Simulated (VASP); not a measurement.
Band structure of Cu (space group Fm-3m). These are PBE GGA, VASP's PBE PAW potentials (set 64) (plane waves; VASP) values and carry that method's errors.

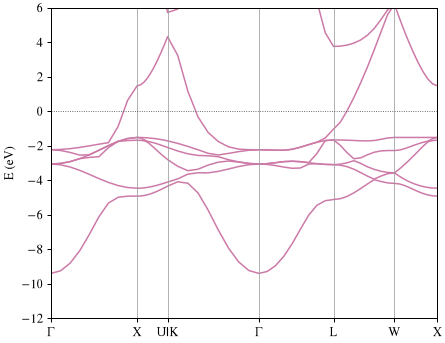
Figure. Bands along high-symmetry lines, zero at the valence-band maximum or, without a gap, the Fermi level

### Question
Read the plot: is there a gap, and where are the band edges?

### Answer
It has no gap at this level: it comes out as a metal or semimetal.

The structure is a typed Cu crystal (Fm-3m). The cell was not relaxed at this level.
